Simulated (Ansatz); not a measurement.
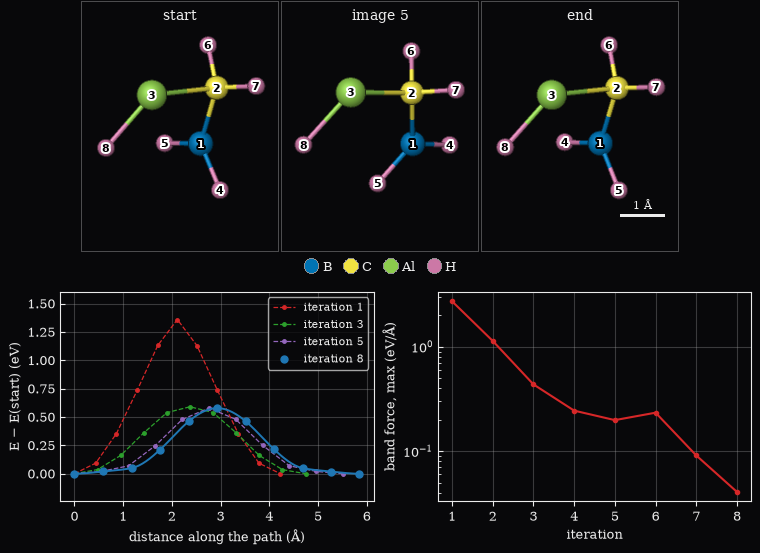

NEB run on CH5AlB (multiplicity 2). Images are numbered from 0 (start) to 10 (end). The plot follows the band through its iterations. A ball-and-stick model, seen from a free direction.

Level of theory: Ansatz, UKS PBE/def2-SVP. Set-up: 9 movable images; climbing image; force threshold 0.05 eV/Å; iteration limit 54; starting path by image-dependent pair potential.

**How did the profile develop, and is the result final?**

The run is converged, with reservations. The band converged in 8 iterations. The largest component of the band force went from 2.7 to 0.041 eV/Å. The climbing image converged on the top of the path. Its vibrational analysis gives 2 imaginary modes over 30i cm⁻¹, so it isn't confirmed as a transition state. The first iteration put the highest image at 1.36 eV. The two ends have the same energy, and the highest point, image 5, lies 0.58 eV above the start.

The run took 3.1 min on 1 thread of Arm Neoverse V2, on a shared host, peak memory 0.15 GiB.
